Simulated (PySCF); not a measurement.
**CHClFGeN (SMILES N#[C][GeH]([F])[Cl]): levels of theory compared**

Wanted: a comparison of 6 runs (HF/STO-3G, HF/3-21G, BLYP/cc-pVDZ, PBE0/cc-pVDZ, SVWN5/cc-pVDZ, B3LYP/6-31G*) of CHClFGeN. The job is set up through a Python script.

Program for the calculation: PySCF 2.14.0.

1 further run of the same task is left out (set aside as unsound or not needed).

### 1 The system as given

The species is CHClFGeN (6 atoms), meant as a singlet with charge 0. SMILES: `N#[C][GeH]([F])[Cl]`. The shape is that of a PBE0-D4/def2-TZVP optimisation.

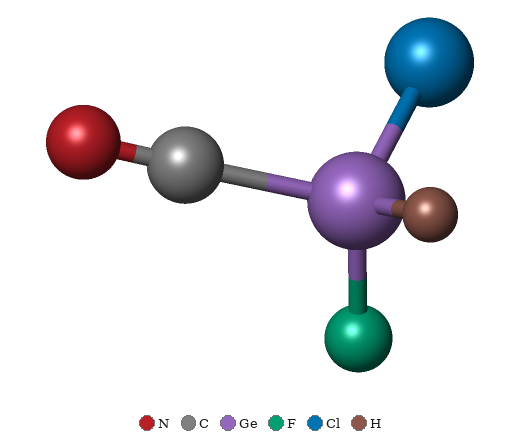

Viewed from a chosen angle; nitrogen red, carbon grey, germanium purple, fluorine teal, chlorine blue, hydrogen brown.

### 2 The energy at HF/STO-3G (run 1)

The input, run.py:

```python
from pyscf import gto, scf

system = gto.Mole()
system.atom = '''
N     -1.036900    -2.307000     0.030700
C     -0.544000    -1.267300     0.040100
Ge     0.237100     0.477900     0.107700
F      1.896000     0.253800    -0.276600
Cl    -0.627600     1.648100    -1.423900
H      0.117300     1.130400     1.475800
'''
system.basis = 'sto-3g'
system.charge = 0
system.verbose = 4
system.max_memory = 1860
system.build()

mf = scf.RHF(system)
mf.conv_tol = 1e-10
mf.kernel()
if not mf.converged:
    mf = mf.newton().run(mf.mo_coeff, mf.mo_occ)

energy = mf.e_tot
print('Final energy', energy)
```

Run with:

```bash
$ OMP_NUM_THREADS=1 python run.py
```

What it wrote:

```text
PySCF version 2.14.0

[... 62 lines left out ...]
converged SCF energy = -2696.17166941183
Final energy -2696.1716694118345
```

It took 0.83 s on 1 thread of Intel Xeon at 2.70GHz, shared host; peak memory 0.1 GiB.

### 3 A single-point energy at HF/3-21G (run 2)

The input, job.py:

```python
# N#[C][GeH]([F])[Cl]
from pyscf import gto, scf

molecule = gto.M(
    atom='''
N     -1.036900    -2.307000     0.030700
C     -0.544000    -1.267300     0.040100
Ge     0.237100     0.477900     0.107700
F      1.896000     0.253800    -0.276600
Cl    -0.627600     1.648100    -1.423900
H      0.117300     1.130400     1.475800
''',
    verbose=3,
    basis='3-21g',
    max_memory=1860,
)

mf = scf.RHF(molecule)
mf.conv_tol = 1e-10
mf.kernel()
if not mf.converged:
    mf = mf.newton().run(mf.mo_coeff, mf.mo_occ)

e_final = mf.e_tot
print('E = %.10f Eh' % e_final)
```

Run with:

```bash
$ OMP_NUM_THREADS=1 python job.py
```

What it wrote:

```text
converged SCF energy = -2714.01940925721
E = -2714.0194092572 Eh
```

Wall time 0.97 s (1 thread of Intel Xeon at 2.70GHz, shared host); peak memory 0.12 GiB.

Runs 3 to 5 aren't shown in full; the table further down has their settings and results.

### 4 A single-point energy at B3LYP/6-31G(d) (spherical functions) (run 6)

The input, run.py:

```python
# N#[C][GeH]([F])[Cl]
from pyscf import gto, dft

system = gto.Mole()
system.atom = '''
N       -1.036900      -2.307000       0.030700
C       -0.544000      -1.267300       0.040100
Ge       0.237100       0.477900       0.107700
F        1.896000       0.253800      -0.276600
Cl      -0.627600       1.648100      -1.423900
H        0.117300       1.130400       1.475800
'''
system.max_memory = 1860
system.spin = 0
system.basis = '6-31g*'
system.verbose = 4
system.build()

calc0 = dft.RKS(system)
calc0.xc = 'b3lyp'
calc0.grids.level = 5
calc0.conv_tol = 1e-10
calc0.kernel()
if not calc0.converged:
    calc0 = calc0.newton().run(calc0.mo_coeff, calc0.mo_occ)

e_final = calc0.e_tot
print('E = %.10f Eh' % e_final)
```

Run with:

```bash
$ OMP_NUM_THREADS=1 python run.py
```

What it wrote:

```text
PySCF version 2.14.0

[... 76 lines left out ...]
converged SCF energy = -2730.30212673792
E = -2730.3021267379 Eh
```

Wall time 19 s (1 thread of Intel Xeon at 2.70GHz, shared host); peak memory 0.5 GiB.

### 5 All runs side by side

```tsv
run	level	integration grid	energy (Eh)	dipole moment (D)	HOMO energy (eV)	LUMO energy (eV)	wall time
1	HF/STO-3G	–	-2696.171669	3.02	-11.14	6.92	0.83 s
2	HF/3-21G	–	-2714.019409	3.07	-13.50	2.16	0.97 s
3	BLYP/cc-pVDZ	5	-2730.556943	2.65	-8.17	-2.02	23 s
4	PBE0/cc-pVDZ	5	-2729.923449	2.81	-9.92	-1.34	24 s
5	SVWN5/cc-pVDZ	5	-2724.477268	2.74	-8.48	-2.47	12 s
6	B3LYP/6-31G* (spherical functions)	5	-2730.302127	2.83	-9.59	-1.53	19 s
```

### 6 Summary of results

```
            quantity           value
 run 6: total energy  -2730.30213 Eh
run 6: dipole moment          2.83 D
  run 6: HOMO energy        -9.59 eV
  run 6: LUMO energy        -1.53 eV
run 6: HOMO–LUMO gap         8.06 eV
```

What this shows: The dipole moment (its size) runs from 2.65 D (BLYP/cc-pVDZ) to 3.07 D (HF/3-21G). The two ends differ in method and basis. The HOMO–LUMO gap runs from 6.01 eV (SVWN5/cc-pVDZ) to 18.06 eV (HF/STO-3G). Totals of different functionals can't be ranked against each other. In run 1 the basis is minimal, so the values are rough. All runs together took 80 s, the longest 24 s.
